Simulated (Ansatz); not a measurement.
# CH5InO2 (SMILES [CH3][In]([OH])[OH]): levels of theory compared

We compute a comparison of 6 runs (CAM-B3LYP/def2-SVP, SVWN5/def2-SVP, revPBE/def2-SVP, wB97X/def2-SVP, RPA@PBE0/def2-SVP, MP2/def2-SVP) of CH5InO2. 

Program for the calculation: Ansatz 0.2.0.

57 further runs of the same task are left out: 1 that didn't finish, 56 set aside as unsound or not needed. Runs told in other sessions of the task aren't counted.

### 1 The system as given

CH5InO2 has 9 atoms, charge 0, and is taken as a singlet. SMILES: `[CH3][In]([OH])[OH]`. The C1–H6 distance was set to 1.962 Å, away from the relaxed value. At this shape a bond of the SMILES string is far longer than usual.

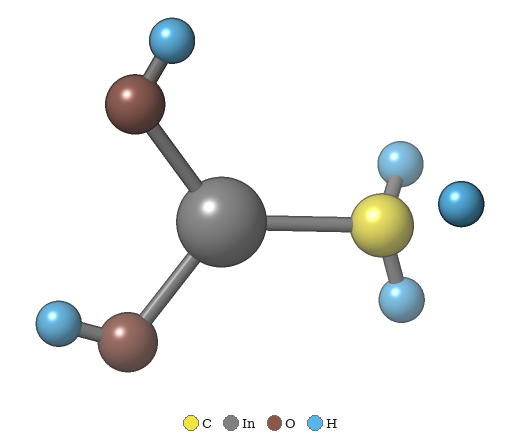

The structure, seen from a chosen angle (carbon yellow, indium grey, oxygen brown, hydrogen blue).

### 2 The energy at CAM-B3LYP/def2-SVP (core potential) (run 1)

The input, molecule.yaml:

```yaml
crystal:
  periodic: [false, false, false]
  atoms:
    - {symbol: C, position_ang: [-0.325551, 0.107351, -1.572992]}
    - {symbol: In, position_ang: [-0.116051, -1.148949, 0.131008]}
    - {symbol: O, position_ang: [1.201849, -2.618849, 0.294108]}
    - {symbol: O, position_ang: [-1.137551, -1.125749, 1.841808]}
    - {symbol: H, position_ang: [-1.365351, 0.116351, -1.899592]}
    - {symbol: H, position_ang: [0.212100, 1.936300, -1.107700]}
    - {symbol: H, position_ang: [0.308549, -0.263949, -2.376592]}
    - {symbol: H, position_ang: [1.126549, -3.056249, 1.146308]}
    - {symbol: H, position_ang: [-1.816051, -0.449149, 1.889308]}
basis:
  gaussian:
    orbitals: def2-SVP
accuracy: high
hamiltonian:
  xc: {name: CAM-B3LYP}
output: {orbitals: {seedname: orbitals}}
```

Launch:

```bash
$ ansatz run molecule.yaml --threads 1 --pin off --max-ram 3480MiB --events-out events.jsonl --progress --plain --runs-dir runs
```

The log of the run:

```text
Warning: RAYON_NUM_THREADS=1 ignored (pool sized by the plan → 1); use --threads N
Functional definition: CAM-B3LYP
  name "CAM-B3LYP"
  parameter alpha = 0.19
  parameter beta = 0.46
  parameter omega = 0.33/bohr
  parameter ac = 0.81
  exchange = (1 - alpha - beta)*b88_x + beta*b88_x_sr(omega) + alpha*exact_x + beta*exact_x_lr(omega)
  correlation = (1 - ac)*vwn5_c + ac*lyp_c
2220 factors; integrals over basis functions are off by at most 7.7e-9 eV
468 factors; integrals over basis functions are off by at most 2.3e-9 eV
mean field evaluation 1: about -10364.0476 eV, gradient 7.8e1 eV
mean field evaluation 2: about -10348.0671 eV, gradient 1.2e2 eV
mean field evaluation 4: about -10376.3492 eV, gradient 7.3e0 eV
mean field evaluation 8: about -10376.6052 eV, gradient 2.4e-1 eV
mean field evaluation 16: about -10376.6054 eV, gradient 8.6e-5 eV
mean field -10376.60536211 eV, -381.3332135417 hartree, gradient 5.1e-8 eV, S^2 0.000000; 0 other end points of the search recorded, 0 dependent functions left out
reference -10376.60538418 eV, -381.3332143528 hartree; 24, 24 occupied and 69, 69 virtual orbitals, 2220 factors
Total energy: -10376.60538418 eV, -381.3332143528 hartree
```

Wall time 8.4 s (1 thread of Arm Neoverse V2, shared host); peak memory 0.38 GiB.

### 3 A single-point energy at SVWN5/def2-SVP (core potential) (run 2)

Edit molecule.yaml of step 2 so:

```diff
@@ -15,5 +15,6 @@
     orbitals: def2-SVP
+hamiltonian:
+  xc: {name: SVWN5}
 accuracy: high
-hamiltonian:
-  xc: {name: CAM-B3LYP}
-output: {orbitals: {seedname: orbitals}}
+output:
+  orbitals: {seedname: orbitals}
```

Launch:

```bash
$ ansatz run molecule.yaml --threads 1 --pin off --max-ram 3480MiB --events-out events.jsonl --progress --plain --runs-dir runs
```

The log of the run:

```text
Warning: RAYON_NUM_THREADS=1 ignored (pool sized by the plan → 1); use --threads N
Functional definition: SVWN5
  name "SVWN5"
  exchange = slater_x
  correlation = vwn5_c
2220 factors; integrals over basis functions are off by at most 7.7e-9 eV
mean field evaluation 1: about -10308.1890 eV, gradient 1.0e2 eV
mean field evaluation 2: about -10197.5513 eV, gradient 2.2e2 eV
mean field evaluation 4: about -10326.6248 eV, gradient 3.8e1 eV
mean field evaluation 8: about -10331.1997 eV, gradient 9.2e-1 eV
mean field evaluation 16: about -10331.1956 eV, gradient 7.1e-5 eV
mean field -10331.19560246 eV, -379.6644356546 hartree, gradient 5.0e-8 eV, S^2 0.000000; 0 other end points of the search recorded, 0 dependent functions left out
reference -10331.19560718 eV, -379.6644358278 hartree; 24, 24 occupied and 69, 69 virtual orbitals, 2220 factors
Total energy: -10331.19560718 eV, -379.6644358278 hartree
```

Run time: 4.5 s. Hardware: 1 thread of Arm Neoverse V2, shared host; peak memory 0.25 GiB.

Runs 3 to 5 aren't shown in full; the table further down has their settings and results.

### 4 A single-point energy at MP2/def2-SVP (core potential) (run 6)

The input, job.yaml:

```yaml
crystal:
  periodic: [false, false, false]
  atoms:
    - {symbol: C, position_ang: [-0.325551, 0.107351, -1.572992]}
    - {symbol: In, position_ang: [-0.116051, -1.148949, 0.131008]}
    - {symbol: O, position_ang: [1.201849, -2.618849, 0.294108]}
    - {symbol: O, position_ang: [-1.137551, -1.125749, 1.841808]}
    - {symbol: H, position_ang: [-1.365351, 0.116351, -1.899592]}
    - {symbol: H, position_ang: [0.212100, 1.936300, -1.107700]}
    - {symbol: H, position_ang: [0.308549, -0.263949, -2.376592]}
    - {symbol: H, position_ang: [1.126549, -3.056249, 1.146308]}
    - {symbol: H, position_ang: [-1.816051, -0.449149, 1.889308]}
basis:
  gaussian:
    orbitals: def2-SVP
magnetization:
  spin_polarized: false
correlation:
  method: mp2
  frozen_orbitals: {C: 1, H: 0, In: 4, O: 1}
accuracy: high
```

Launch:

```bash
$ ansatz run job.yaml --threads 1 --pin off --max-ram 3480MiB --events-out events.jsonl --progress --plain --runs-dir runs
```

The log of the run:

```text
Warning: RAYON_NUM_THREADS=1 ignored (pool sized by the plan → 1); use --threads N
Functional definition: HF
  name "HF"
  exchange = exact_x
  correlation = 0
2220 factors; integrals over basis functions are off by at most 7.7e-9 eV
mean field evaluation 1: about -10318.5990 eV, gradient 5.3e1 eV
mean field evaluation 2: about -10318.7008 eV, gradient 5.3e1 eV
mean field evaluation 4: about -10324.7501 eV, gradient 3.4e0 eV
mean field evaluation 8: about -10324.8380 eV, gradient 4.9e-1 eV
mean field evaluation 16: about -10324.8397 eV, gradient 5.7e-8 eV
mean field -10324.83970697 eV, -379.4308608034 hartree, gradient 5.7e-8 eV, S^2 0.000000; 1 other end points of the search recorded, 0 dependent functions left out; unrestricted orbitals would lower it
7 core orbitals not correlated: weight in the atoms' cores, before any rotation towards them, 1.000 or more for the frozen orbitals, at most 0.000 for the correlated occupied ones
reference -10324.83970697 eV, -379.4308608034 hartree; 17, 17 occupied and 69, 69 virtual orbitals, 2220 factors
second order -17.15454188 eV of doubles, -0.00000000 eV of singles
Total energy: -10341.99424885 eV, -380.0612785897 hartree
```

It took 3.9 s on 1 thread of Arm Neoverse V2, shared host; peak memory 0.28 GiB.

### 5 All runs side by side

```tsv
run	level	frozen core orbitals	energy (Eh)	HOMO energy (eV)	LUMO energy (eV)	HOMO–LUMO gap (eV)	wall time
1	CAM-B3LYP/def2-SVP (core potential)	–	-381.333214	-9.26	-1.33	7.93	8.4 s
2	SVWN5/def2-SVP (core potential)	–	-379.664436	-6.27	-3.39	2.88	4.5 s
3	revPBE/def2-SVP (core potential)	–	-381.433301	-6.06	-3.25	2.81	6.6 s
4	wB97X/def2-SVP (core potential)	–	-381.417480	-10.32	-0.33	9.99	28 s
5	RPA@PBE0/def2-SVP (core potential)	7	-380.303081	–	–	–	16 s
6	MP2/def2-SVP (core potential)	7	-380.061279	–	–	–	3.9 s
```

### 6 What came out

| quantity | value |
| --- | --- |
| run 6: total energy | -380.06128 Eh |
| run 6: correlation energy (7 core orbitals frozen) | -630.4 mEh |

Over runs 1, 2, 3, 4 the HOMO–LUMO gap runs from 2.81 eV (revPBE/def2-SVP) to 9.99 eV (wB97X/def2-SVP). Totals of different functionals can't be ranked against each other. In run 6 the log says that unrestricted orbitals would lower the reference, so the values rest on an unstable closed-shell determinant (other closed-shell runs at this shape may share the fault). In runs 1, 2, 3, 4, 6 a closed-shell determinant meets a far-stretched bond; if it breaks into open shells, such a determinant describes it badly, and no broken-symmetry solution was shown. All runs together took 67 s, the longest 28 s.
